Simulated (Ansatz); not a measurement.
**Sn, response to strain**

Consider Sn in the diamond structure (space group Fd-3m, No. 227; a = 6.5402 Å; relaxed with 0.1 eV smearing).

Strains are applied to the cell and any free atomic positions relax.

Method: PBEsol (Ansatz, a quantum-chemistry and plane-wave program, PAW, scalar-relativistic without spin-orbit coupling).

Notes on the quantities. energy relative to the base: free energy F.

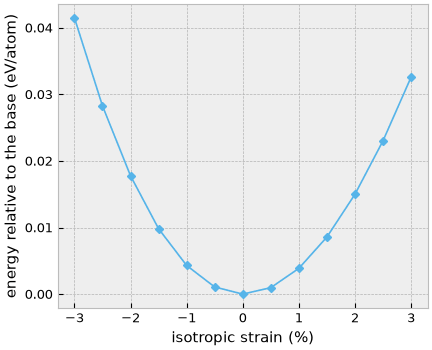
Figure. Energy relative to the base against isotropic strain

### Question
From the plot, what is the energy relative to the base for isotropic strain +0.50 %?

### Answer
About 0.001 eV/atom.

### Question
Is the trend monotonic over the range shown?

### Answer
No, it turns within the range, spanning 0 meV/atom to +41 meV/atom.

No phonon test of stability was made.
